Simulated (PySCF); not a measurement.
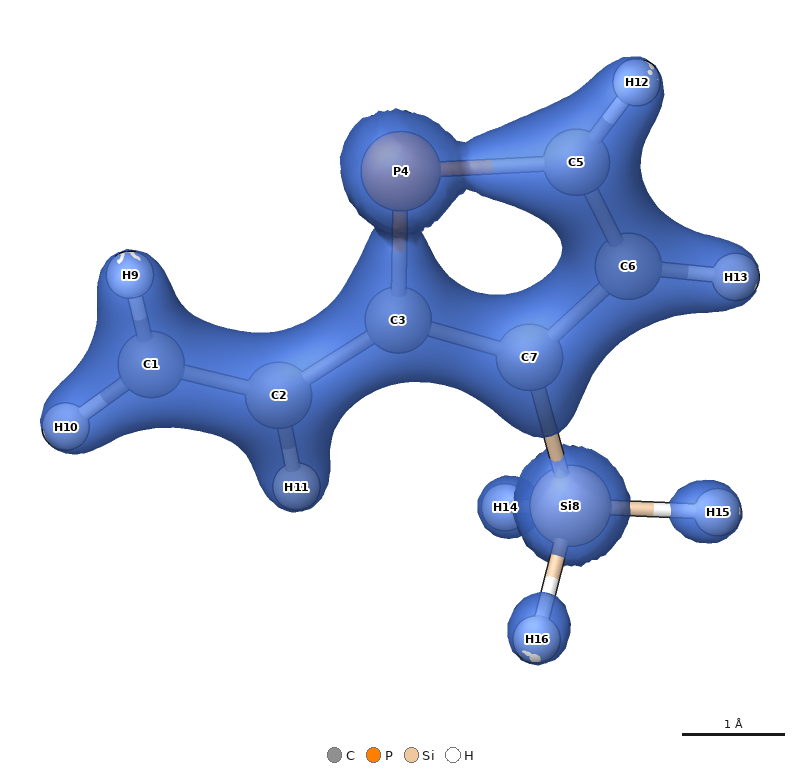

C6H8PSi (SMILES C=Cc1[p-]ccc1[SiH3]) (charge −1). Isosurface of the total electron density at 1 e/Å³ (blue), seen at a tilt.

Geometry: GFN2-xTB.

These are results of CAM-B3LYP/def2-SVPD, SCF density, gas phase in PySCF 2.14.0, not measurements.

Input file:

```
{"job": {"kind": "uv", "xc": "CAM-B3LYP", "basis": "def2-SVPD", "nstates": 8, "ntriplets": 3}, "charge": -1, "multiplicity": 1}
C     -1.522333     2.505798     0.201629
C     -1.180370     1.222031     0.067287
C      0.142620     0.679466     0.136249
P      1.598068     1.618289     0.467517
C      2.553040     0.166062     0.345816
C      1.800050    -0.953065     0.069202
C      0.427279    -0.690868    -0.054016
Si    -0.814540    -2.005380    -0.429418
H     -0.770444     3.257441     0.380851
H     -2.546949     2.842552     0.137412
H     -1.965210     0.488647    -0.115362
H      3.627718     0.165419     0.478127
H      2.225921    -1.944115    -0.042835
H     -1.580881    -1.810196    -1.681633
H     -0.156489    -3.317463    -0.585841
H     -1.845077    -2.215674     0.613605
```

Launched as:

```sh
OMP_NUM_THREADS=1 python probes_run.py task.json out
```

What does this surface tell about the bonding?

At this value the surface falls into five separate pieces. It bridges the sampled C–C (1.34 Å), C–P (1.74 Å) and C–H (1.08 Å) contacts, where the density stays above the isovalue. It is pinched off along the sampled C–Si (1.85 Å) contacts. On the grid the lowest density along these lines, outside the cores, is 2.3 e/Å³ (C–C, 1.34 Å), 1.1 e/Å³ (C–P, 1.74 Å), 0.84 e/Å³ (C–Si, 1.85 Å) and 1.9 e/Å³ (C–H, 1.08 Å).
